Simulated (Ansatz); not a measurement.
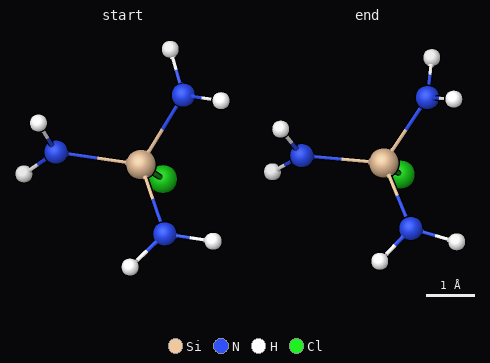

The structure of SiN3H6Cl before (left) and after (right) a relaxation, at one scale.

Style: ball-and-stick. Shown at a tilt.

The run prepares the start of a later molecular dynamics calculation, from a guessed geometry.

Computed with RKS B3LYP-D4/6-31G in Ansatz.

Input
```yaml
crystal:
  periodic: [false, false, false]
  atoms:
    - { symbol: Si, position_ang: [0.0, 0.0, 0.0] }
    - { symbol: "N", position_ang: [0.0, 0.0, 1.82] }
    - { symbol: H, position_ang: [-0.877, -0.2713, 2.35] }
    - { symbol: H, position_ang: [0.877, 0.2713, 2.35] }
    - { symbol: "N", position_ang: [1.7163, 0.0, -0.6061] }
    - { symbol: H, position_ang: [2.2145, -0.918, -0.7868] }
    - { symbol: H, position_ang: [2.2175, 0.918, -0.7783] }
    - { symbol: Cl, position_ang: [-1.0032, 1.7381, -0.7093] }
    - { symbol: "N", position_ang: [-0.8572, -1.4851, -0.6061] }
    - { symbol: H, position_ang: [-1.3922, -2.1014, 0.0704] }
    - { symbol: H, position_ang: [-0.8219, -1.7344, -1.6357] }
basis:
  gaussian: { orbitals: "6-31G" }
hamiltonian:
  xc: b3lyp
  dispersion: d4
relax:
  f_tol: 0.02
  max_steps: 40
```

Launched with:
```bash
ansatz run input.yaml --threads 1 --pin off --max-ram 2048MiB --backend cpu --events-out ev --progress --plain --runs-dir out
```

Describe what moved and what it gained.

Answer. Over 7 accepted moves (8 points after the start) the energy falls by 17.8 kcal/mol. Largest force component: 2.6 eV/Å at the start, 0.017 eV/Å at the end. The line search rejected the trial step at point 4 of the run. H11 moves most after the best rigid fit: 0.43 Å. Largest moves by element: H 0.43 Å, Cl 0.18 Å, Si 0.13 Å, N 0.13 Å. Near-neighbour distances that change, for instance: Si1–Cl8 2.128 → 2.226 Å, Si1–N2 1.820 → 1.740 Å, N2–H3 1.060 → 1.009 Å. Among the angles between lasting bonds that change: N5–Si1–Cl8 109.5° → 102.7°, N5–Si1–N9 109.5° → 116.0°, H10–N9–H11 120.0° → 115.3°. Groups turn about Si1–N9 by about 25°. Cost: 42 s on 1 thread of Arm Neoverse V1, on a shared host, peak memory 0.16 GiB.

Limits of the set-up: the basis has no polarisation functions, which atoms past neon need.
